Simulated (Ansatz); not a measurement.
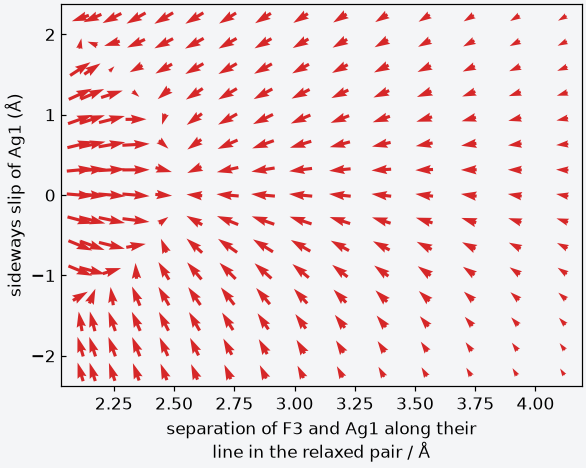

The pair Ag···F₂, charge +1. First axis: separation of F3 and Ag1 along their line in the relaxed pair. Second axis: sideways slip of Ag1. Nothing is relaxed (both partners rigid). The scan uses a 15 × 15 grid. Points are written as (first, second). Level of theory: RKS PBE0-D4/def2-TZVPD (Ansatz).

In the figure: arrows along the force (downhill), their lengths compressed.

The arrows alone are given. Where is the energy lowest?

The arrows converge at about (2.513 Å, 0.001 Å) (read from the interpolated surface).

The energy map of the same scan:

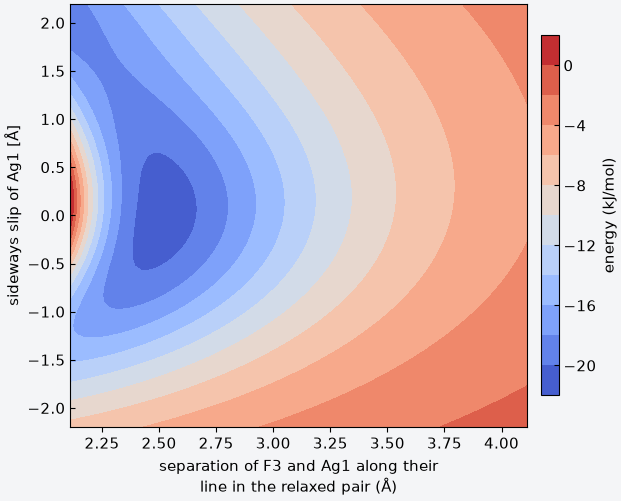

Energies are in kJ/mol, from the ion and the molecule far apart, frozen as in the relaxed pair, each in its own basis (no counterpoise correction); between grid points the surface is interpolated.
